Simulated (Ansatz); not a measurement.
# doublet [SiH2OF2]+: levels of theory compared

Wanted: a comparison of 6 runs (UHF/6-311+G**, UB3LYP/6-31G*, UBLYP/6-311+G**, UCCSD/6-311+G**, UCCSD(T)/6-311+G**) of doublet [SiH2OF2]+. 

The results are computed with Ansatz 0.2.0.

50 further runs of the same task are left out: 50 set aside as unsound or not needed.

### 1 The molecule

The species is [SiH2OF2]+ (6 atoms), meant as a doublet with charge +1. SMILES of the parent species: `O[SiH](F)F`. The coordinates come from a PBE0-D4/def2-TZVP relaxation. This is one conformer, not always the lowest. That shape belongs to the parent species and isn't relaxed for this state.

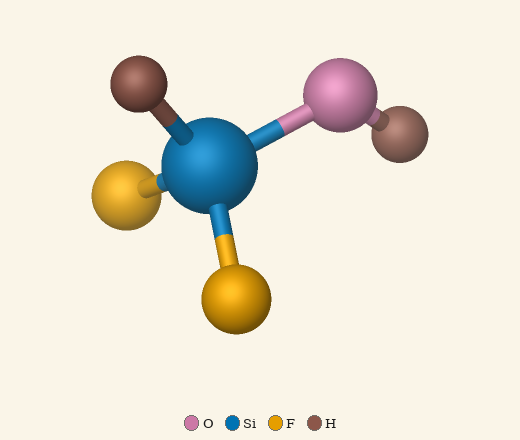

Viewed from a chosen angle; oxygen pink, silicon blue, fluorine amber, hydrogen brown.

### 2 A single-point energy at UHF/6-311+G(d,p) (run 1)

File job.yaml:

```yaml
crystal:
  periodic: [false, false, false]
  atoms:
    - {symbol: O, position_ang: [0.027700, 1.137900, -0.556400]}
    - {symbol: Si, position_ang: [0.121400, -0.236200, 0.285200]}
    - {symbol: F, position_ang: [0.731800, -1.405100, -0.592400]}
    - {symbol: F, position_ang: [-1.315500, -0.739700, 0.722100]}
    - {symbol: H, position_ang: [-0.477400, 1.183000, -1.369500]}
    - {symbol: H, position_ang: [0.954100, -0.003800, 1.464900]}
basis:
  gaussian:
    orbitals: 6-311+G_st__st_-spherical.json
total_charge: 1
magnetization:
  spin_polarized: true
  initial_magnetization: 1
hamiltonian:
  xc: hf
accuracy: high
output: {orbitals: {seedname: orbitals}}
```

The basis set 6-311+G** is read from a file made from the Basis Set Exchange's data (not shown).

Run with:

```bash
$ ansatz run job.yaml --threads 1 --pin off --max-ram 3480MiB --events-out events.jsonl --progress --plain --runs-dir runs
```

Output:

```text
Warning: RAYON_NUM_THREADS=1 ignored (pool sized by the plan → 1); use --threads N
Functional definition: HF
  name "HF"
  exchange = exact_x
  correlation = 0
1985 factors; integrals over basis functions are off by at most 7.6e-9 eV
mean field evaluation 1: about -15327.5803 eV, gradient 5.2e1 eV
mean field evaluation 2: about -15327.5852 eV, gradient 5.2e1 eV
mean field evaluation 4: about -15336.3685 eV, gradient 3.1e0 eV
mean field evaluation 8: about -15336.5008 eV, gradient 2.5e-1 eV
mean field evaluation 16: about -15338.0825 eV, gradient 9.2e-1 eV
mean field evaluation 32: about -15334.6557 eV, gradient 3.8e0 eV
mean field evaluation 64: about -15332.0733 eV, gradient 1.4e1 eV
mean field evaluation 96: about -15336.2384 eV, gradient 4.1e0 eV
mean field -15338.09528219 eV, -563.6646050860 hartree, gradient 1.9e-8 eV, S^2 0.755848; 4 other end points of the search recorded, 0 dependent functions left out
reference -15338.09528219 eV, -563.6646050860 hartree; 21, 20 occupied and 87, 88 virtual orbitals, 1985 factors
Total energy: -15338.09528219 eV, -563.6646050860 hartree
```

It took 12 s on 1 thread of Arm Neoverse V2, shared host; peak memory 0.36 GiB.

### 3 A single-point energy at UB3LYP/6-31G(d) (spherical functions) (run 2)

File input.yaml:

```yaml
basis:
  gaussian:
    orbitals: 6-31G_st_-spherical.json
crystal:
  periodic: [false, false, false]
  atoms:
    - {symbol: O, position_ang: [0.027700, 1.137900, -0.556400]}
    - {symbol: Si, position_ang: [0.121400, -0.236200, 0.285200]}
    - {symbol: F, position_ang: [0.731800, -1.405100, -0.592400]}
    - {symbol: F, position_ang: [-1.315500, -0.739700, 0.722100]}
    - {symbol: H, position_ang: [-0.477400, 1.183000, -1.369500]}
    - {symbol: H, position_ang: [0.954100, -0.003800, 1.464900]}
total_charge: 1
hamiltonian:
  xc: {name: B3LYP}
accuracy: high
magnetization:
  spin_polarized: true
  initial_magnetization: 1
output: {orbitals: {seedname: orbitals}}
```

The basis set 6-31G* is read from a file made from the Basis Set Exchange's data (not shown).

Run with:

```bash
$ ansatz run input.yaml --threads 1 --pin off --max-ram 3480MiB --events-out events.jsonl --progress --plain --runs-dir runs
```

Output:

```text
Warning: RAYON_NUM_THREADS=1 ignored (pool sized by the plan → 1); use --threads N
Functional definition: B3LYP
  name "B3LYP"
  parameter a0 = 0.2
  parameter ax = 0.72
  parameter ac = 0.81
  exchange = (1 - a0 - ax)*slater_x + ax*b88_x + a0*exact_x
  correlation = (1 - ac)*vwn_rpa_c + ac*lyp_c
1373 factors; integrals over basis functions are off by at most 3.2e-9 eV
mean field evaluation 1: about -15364.8311 eV, gradient 7.0e1 eV
mean field evaluation 2: about -15323.6161 eV, gradient 1.3e2 eV
mean field evaluation 4: about -15376.6586 eV, gradient 3.5e1 eV
mean field evaluation 8: about -15382.1163 eV, gradient 5.4e-1 eV
mean field evaluation 16: about -15382.1998 eV, gradient 3.8e0 eV
mean field evaluation 32: about -15382.2770 eV, gradient 3.1e0 eV
mean field -15382.31968278 eV, -565.2898218316 hartree, gradient 2.3e-8 eV, S^2 0.755735; 7 other end points of the search recorded, 0 dependent functions left out
reference -15382.31971720 eV, -565.2898230963 hartree; 21, 20 occupied and 43, 44 virtual orbitals, 1373 factors
Total energy: -15382.31971720 eV, -565.2898230963 hartree
```

It took 19 s on 1 thread of Arm Neoverse V2, shared host; peak memory 0.26 GiB.

### 4 The energy at UB3LYP/6-31G(d) (Cartesian functions) (run 3)

File in.yaml:

```yaml
crystal:
  periodic: [false, false, false]
  atoms:
    - {symbol: O, position_ang: [0.027700, 1.137900, -0.556400]}
    - {symbol: Si, position_ang: [0.121400, -0.236200, 0.285200]}
    - {symbol: F, position_ang: [0.731800, -1.405100, -0.592400]}
    - {symbol: F, position_ang: [-1.315500, -0.739700, 0.722100]}
    - {symbol: H, position_ang: [-0.477400, 1.183000, -1.369500]}
    - {symbol: H, position_ang: [0.954100, -0.003800, 1.464900]}
basis:
  gaussian:
    orbitals: "6-31G*"
total_charge: 1
magnetization:
  spin_polarized: true
  initial_magnetization: 1
hamiltonian:
  xc: {name: B3LYP}
accuracy: high
output: {orbitals: {seedname: orbitals}}
```

Run with:

```bash
$ ansatz run in.yaml --threads 1 --pin off --max-ram 3480MiB --events-out events.jsonl --progress --plain --runs-dir runs
```

Output:

```text
Warning: RAYON_NUM_THREADS=1 ignored (pool sized by the plan → 1); use --threads N
Functional definition: B3LYP
  name "B3LYP"
  parameter a0 = 0.2
  parameter ax = 0.72
  parameter ac = 0.81
  exchange = (1 - a0 - ax)*slater_x + ax*b88_x + a0*exact_x
  correlation = (1 - ac)*vwn_rpa_c + ac*lyp_c
1401 factors; integrals over basis functions are off by at most 3.3e-9 eV
mean field evaluation 1: about -15365.0957 eV, gradient 7.1e1 eV
mean field evaluation 2: about -15323.6216 eV, gradient 1.3e2 eV
mean field evaluation 4: about -15376.8637 eV, gradient 3.5e1 eV
mean field evaluation 8: about -15382.3291 eV, gradient 5.7e-1 eV
mean field evaluation 16: about -15382.3626 eV, gradient 3.8e0 eV
mean field evaluation 32: about -15382.3165 eV, gradient 8.0e-1 eV
mean field evaluation 64: about -15382.3592 eV, gradient 2.9e0 eV
mean field -15382.48236337 eV, -565.2958002329 hartree, gradient 2.2e-8 eV, S^2 0.755759; 7 other end points of the search recorded, 0 dependent functions left out
reference -15382.48239778 eV, -565.2958014973 hartree; 21, 20 occupied and 47, 48 virtual orbitals, 1401 factors
Total energy: -15382.48239778 eV, -565.2958014973 hartree
```

Wall time 23 s (1 thread of Arm Neoverse V2, shared host); peak memory 0.27 GiB.

Runs 4 to 5 aren't shown in full; the table further down has their settings and results.

### 5 The energy at UCCSD(T)/6-311+G(d,p) (run 6)

File input.yaml:

```yaml
crystal:
  periodic: [false, false, false]
  atoms:
    - {symbol: O, position_ang: [0.027700, 1.137900, -0.556400]}
    - {symbol: Si, position_ang: [0.121400, -0.236200, 0.285200]}
    - {symbol: F, position_ang: [0.731800, -1.405100, -0.592400]}
    - {symbol: F, position_ang: [-1.315500, -0.739700, 0.722100]}
    - {symbol: H, position_ang: [-0.477400, 1.183000, -1.369500]}
    - {symbol: H, position_ang: [0.954100, -0.003800, 1.464900]}
basis:
  gaussian: {orbitals: 6-311+G_st__st_-spherical.json}
total_charge: 1
magnetization: {spin_polarized: true, initial_magnetization: 1}
correlation: {method: ccsd_t, frozen_orbitals: {F: 1, H: 0, O: 1, Si: 5}}
accuracy: high
scf: {omitted_lower_state_checks: [cluster_reference, increment]}
```

The basis set 6-311+G** is read from a file made from the Basis Set Exchange's data (not shown).

Run with:

```bash
$ ansatz run input.yaml --threads 1 --pin off --max-ram 3480MiB --events-out events.jsonl --progress --plain --runs-dir runs
```

Output:

```text
Warning: RAYON_NUM_THREADS=1 ignored (pool sized by the plan → 1); use --threads N
[... 13 lines left out ...]
8 core orbitals not correlated: weight in the atoms' cores, before any rotation towards them, 1.000 or more for the frozen orbitals, at most 0.000 for the correlated occupied ones
[... 42 lines left out ...]
Total energy: -15357.06486892 eV, -564.3617245405 hartree
Checks for a lower state left out: cluster_reference, increment
```

It took 4.1 min on 1 thread of Arm Neoverse V2, shared host; peak memory 1.8 GiB.

### 6 The series

| run | level | Cartesian functions | frozen core orbitals | energy (Eh) | HOMO energy (eV) | LUMO energy (eV) | ⟨S²⟩ | wall time |
| --- | --- | --- | --- | --- | --- | --- | --- | --- |
| 1 | UHF/6-311+G** | no | – | -563.664605 | -21.12 | -9.81 | 0.756 | 12 s |
| 2 | UB3LYP/6-31G* (spherical functions) | no | – | -565.289823 | -17.22 | -15.79 | 0.756 | 19 s |
| 3 | UB3LYP/6-31G* (Cartesian functions) | yes | – | -565.295801 | -17.22 | -15.79 | 0.756 | 23 s |
| 4 | UBLYP/6-311+G** | no | – | -565.388645 | -16.28 | -16.23 | 0.753 | 25 s |
| 5 | UCCSD/6-311+G** | no | 8 | -564.344829 | – | – | 0.756 | 3 min |
| 6 | UCCSD(T)/6-311+G** | no | 8 | -564.361725 | – | – | 0.756 | 4.1 min |

### 7 Outcome

```
                                          quantity          value
                               run 6: total energy  -564.36172 Eh
run 6: correlation energy (8 core orbitals frozen)     -697.1 mEh
                             run 6: (T) correction     -16.90 mEh
          run 6: ⟨S²⟩ of the reference determinant          0.756
                              run 6: T1 diagnostic          0.024
```

What this shows: Below the UHF energy at the same shape and in the same basis (6-311+G**): UCCSD -680.2 mEh; UCCSD(T) -697.1 mEh. Totals of different functionals can't be ranked against each other. All runs together took 8.4 min, the longest 4.1 min.
